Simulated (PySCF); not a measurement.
# C3H6OSSi: the cost of one run

Computed with PySCF 2.14.0, with density-fitted response routines of our own, on a single molecule in the gas phase. Atoms are numbered from 0 throughout.

### Step 1. The molecule as given

12 atoms, charge 0, multiplicity 1; geometry from: GFN2-xTB. The atoms were then displaced at random by about 0.01 Å, so the start is not that level's minimum.

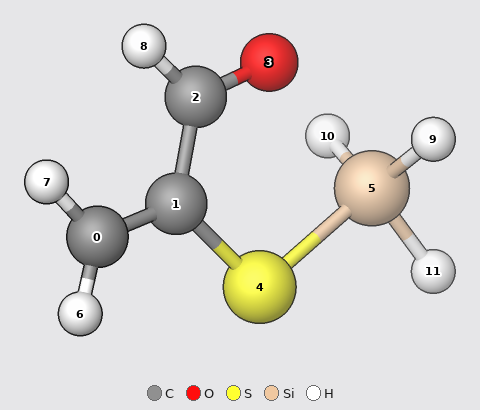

The starting geometry (carbon grey, oxygen red, sulfur yellow, silicon light orange, hydrogen white), atoms numbered.

### Step 2. Relaxing the molecule at PBE0-D3(BJ)/def2-SVP

What the job is given:

```
{"job": {"xc": "PBE0", "basis": "def2-SVP", "d3": "d3bj", "grid": 1, "shake": 0.01, "kind": "geom"}, "charge": 0, "multiplicity": 1}
C     -1.900120    -1.325010    -0.298670
C     -0.819170    -0.558320    -0.133040
C     -0.930490     0.777470     0.424650
O      0.057960     1.528270     0.608840
S      0.780550    -1.117640    -0.575870
Si     2.104660     0.555590    -0.037050
H     -1.855710    -2.289480    -0.721640
H     -2.876140    -0.919420    -0.032740
H     -1.934700     1.097760     0.722090
H      2.169450     0.694160     1.419460
H      1.896930     1.659080    -0.938850
H      3.346460    -0.130720    -0.446200
```

On the command line:

```sh
> OMP_NUM_THREADS=1 python probes_run.py task.json out
```

One launch serves the whole session: the jobs run in the order shown.

**Question.** How long does this first job take on 1 thread of Arm Neoverse V1, shared host, and how much memory does it need?

About 69 s, with a peak of 0.52 GiB.
